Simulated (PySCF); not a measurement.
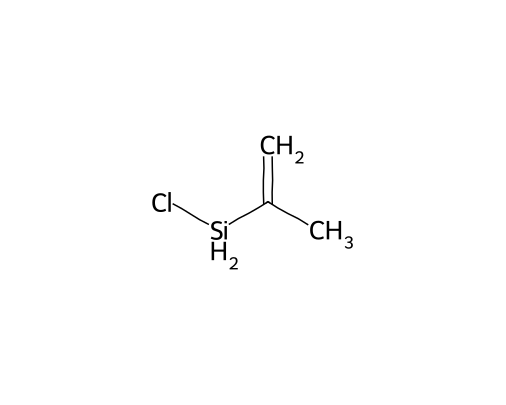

The computed structure is the end point of a GFN2-xTB optimisation. No frequency run is at hand to confirm it as a minimum. Properties computed with PBE0/pcSseg-1, gas phase (PySCF 2.14.0).

### What is the dipole moment?

1.75 D.

### Give the LUMO energy (Kohn–Sham orbital) at this level.

−0.50 eV.

### Estimate the HOMO energy (Kohn–Sham orbital).

−7.87 eV.

The geometry is semi-empirical. Around Si such bond lengths and angles can be off by a tenth of an ångström or more and by several degrees, and values that hang on the shape move with them.
